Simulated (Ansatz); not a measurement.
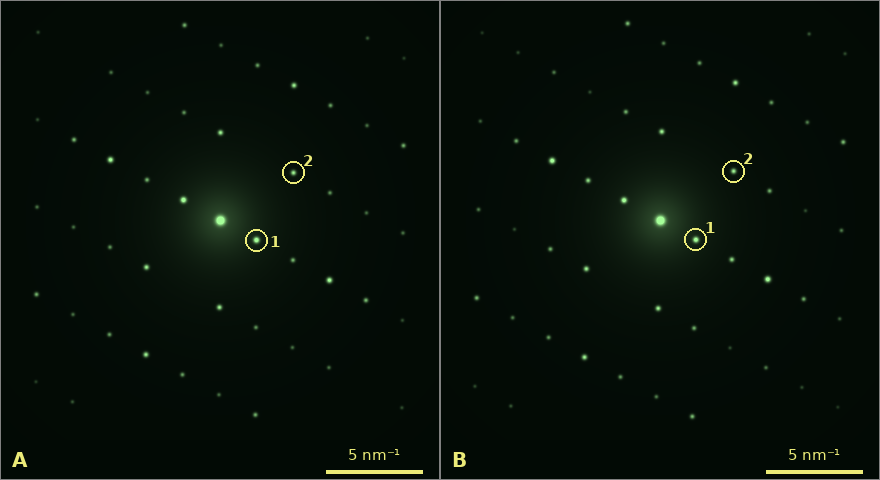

Kinematic electron diffraction patterns (120 kV, B = 0.5 Å², same scale) along [100] of the run's own cell, for the start and the end of one relaxation of BeC with DFT PBE, scalar-relativistic, plane waves, PAW (Ansatz 0.2.0). k mesh 18×18×10. The start is a generated model structure, and the relaxation ends in the nearest stationary point of its symmetry, not necessarily the ground state. Spot 1 is 0 0 -1 and spot 2 is 0 1 -1 in both.

Start structure:

```yaml
crystal:
  lattice:
    - [2.44829, 0.00000, 0.00000]
    - [0.00000, 2.44829, 0.00000]
    - [0.00000, 0.00000, 4.67478]
  atoms:
    - { symbol: Be, position: [0.00000, 0.50000, 0.31927] }
    - { symbol: Be, position: [0.50000, 0.00000, 0.68073] }
    - { symbol: C, position: [0.00000, 0.00000, 0.00000] }
    - { symbol: C, position: [0.50000, 0.50000, 0.00000] }
```

Q: Which pattern belongs to the start structure, and which to the relaxed one?

A: B is the start: its cell gives d(1) = 4.675 Å, d(2) = 2.169 Å and an angle of 62.4°. A is the relaxed structure, with d(1) = 4.603 Å (-1.5 %), d(2) = 2.194 Å (+1.2 %) and 61.5°.

Q: Name reflections whose intensity changes strongly on relaxation.

A: 0 0 2 goes from 27 to 13 % of the strongest spot; 0 1 2 goes from 12 to 6.6 % of the strongest spot.

Q: Summarise the relaxation behind the change.

A: The volume changed by +2.3 % to 7.17 Å³ an atom; with the mean shift removed, the atoms moved by up to 0.08 Å relative to the cell (Be most); the space group stayed P4/nmm (No. 129); the free energy fell by 22 meV an atom. Relaxed cell: a = 2.496 Å, b = 2.496 Å, c = 4.603 Å, α = 90.00°, β = 90.00°, γ = 90.00°.
